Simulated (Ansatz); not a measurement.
**How methods differ on GeH3O (SMILES [OH][GeH2])**

The species is GeH3O (5 atoms), meant as a doublet with charge 0. SMILES: `[OH][GeH2]`. The coordinates come from a PBE0-D4/def2-TZVP relaxation. This is one conformer, not always the lowest.

```xyz
5

O     0.3555   -1.0758    0.4607
Ge   -0.5201    0.4161    0.0177
H     1.0974   -0.9076    1.0465
H    -1.3968   -0.0144   -1.1803
H     0.5139    1.5080   -0.3859
```

Each level gives the energy change with the Ge2–H5 bond stretched from 1.557 to 2.335 Å (eV). The values are calculated.

| level | kind | program | value (eV) | less FCI/STO-3G | CPU time (all runs) |
| --- | --- | --- | --- | --- | --- |
| USVWN5/STO-3G | LDA | Ansatz | 2.74 | +0.24 | 3.1 s |
| U-revPBE/STO-3G | GGA | Ansatz | 2.55 | +0.05 | 5.8 s |
| U-r2SCAN/STO-3G | meta-GGA | Ansatz | 2.74 | +0.24 | 15 s |
| UB3LYP/STO-3G | global hybrid | Ansatz | 2.73 | +0.23 | 5.5 s |
| UPBE0/STO-3G | global hybrid | Ansatz | 2.85 | +0.35 | 4.9 s |
| U-wB97X/STO-3G | range-separated hybrid | Ansatz | 3.06 | +0.56 | 28 s |
| UB2PLYP/STO-3G | double hybrid | Ansatz | 2.78 | +0.28 | 5.5 s |
| UMP2/STO-3G | perturbation theory | Ansatz | 2.84 | +0.34 | 0.45 s |
| UCCSD/STO-3G | coupled cluster or CI | Ansatz | 2.59 | +0.09 | 0.99 s |
| FCI/STO-3G | exact in the basis | Ansatz | 2.50 | 0.00 | 2.8 min |

FCI/STO-3G is exact within its basis and frozen core, so for wave-function methods in that basis the difference is their error; functionals converge differently with the basis, so for them it is only a difference. All-electron rows without a relativistic Hamiltonian named are non-relativistic. The first shape isn't each level's own minimum. The values span 2.50 to 3.06 eV. Spin contamination of the reference (⟨S²⟩ at least 0.1 too high) touches U-wB97X/STO-3G, UB2PLYP/STO-3G, UMP2/STO-3G, UCCSD/STO-3G. All rows use very small basis sets, so even the best lies far from the true value. In the correlated wave-function rows the outer d shell of Ge is correlated, in sets not made for it. Times are those of the runs behind each value, whatever else they computed, on shared processors of several kinds: orders of magnitude only.

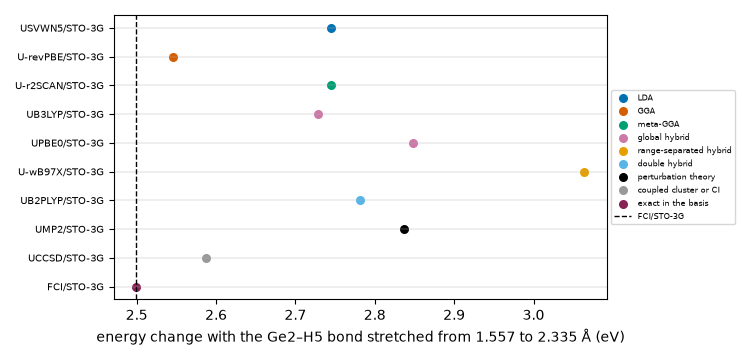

The values of the table, level by level.
